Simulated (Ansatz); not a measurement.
BrCl₂In···H₂O

The calculation's input:

```
crystal:
  periodic: [false, false, false]
  atoms:
    - { symbol: In, position_ang: [0.0, 0.0, 0.0] }
    - { symbol: O, position_ang: [0.0, 0.0, 2.34] }
    - { symbol: H, position_ang: [-0.9095, -0.2814, 2.6771] }
    - { symbol: Cl, position_ang: [2.113, 0.0, -1.22] }
    - { symbol: Cl, position_ang: [-2.113, 0.0, -1.22] }
    - { symbol: Br, position_ang: [0.6228, 2.7001, 0.9207] }
    - { symbol: H, position_ang: [0.2986, 1.2948, 2.1635] }
basis:
  gaussian: { orbitals: def2-SVP }
hamiltonian:
  xc: r2scan
relax:
  f_tol: 0.15
  max_steps: 25
  restrain:
    - { distance: [0, 5], at: 2.62, k: 30.0 }
    - { distance: [6, 1], at: 1.01, k: 30.0 }
    - { distance: [0, 1], at: 3.19, k: 30.0 }
    - { distance: [6, 5], at: 2.75, k: 30.0 }
output:
  orbitals: {}
```

Launched as:

```sh
ansatz run input.yaml --threads 4 --pin off --max-ram 5120MiB --backend cpu --events-out ev --progress --plain --runs-dir out
```

The fields are those of the run's last geometry, not of the input's.

Core potentials replace the inner electrons of In; not at a stationary point (largest force 1.3 eV/Å).

Level of theory: RKS r2SCAN/def2-SVP in Ansatz 0.2.0.

What will maps of the electron density and electron localisation function show?

Answer. In–Cl (2.32 Å): ρ at the midpoint is about 0.53 e/Å³; the ELF peaks at about 0.80 in the valence shell of Cl, 0.8 Å from its nucleus, and drops to about 0.15 between the two atoms.

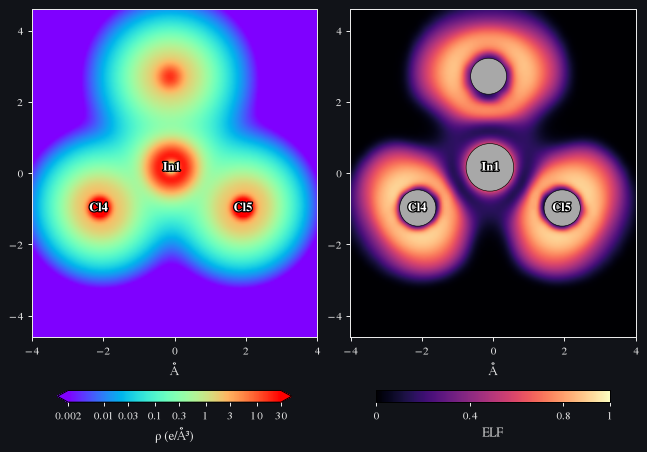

Computed electron density and electron localisation function on the plane of atoms Cl4, In1 and Cl5, in this order. Grey discs cover the atomic cores in the ELF map. 
